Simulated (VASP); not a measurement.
Band structure of AlN (wurtzite). Level of theory: LDA (Ceperley-Alder, Perdew-Zunger), VASP's LDA PAW potentials (set 64) (plane waves; VASP).

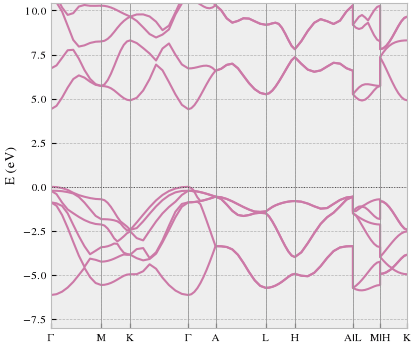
Bands along high-symmetry lines, zero at the valence-band maximum or, without a gap, the Fermi level

Read the plot: is there a gap, and where are the band edges?

The gap is direct, 4.40 eV, from the valence maximum at Γ to the conduction minimum at Γ. (Edges off the drawn lines would not show.)

Measured: gap 6.51 eV (computed value off by -2.11 eV), as given by Martin Feneberg et al., Physical Review B (2010), doi:10.1103/physrevb.82.075208 [zero-point renormalisation of 0.417 eV (from the measured temperature dependence, row gaps:miglio2020:AlN_wz:gap_zpr, arXiv:2011.12765) added back].

The compound is AlN in the wurtzite structure. It was relaxed first.
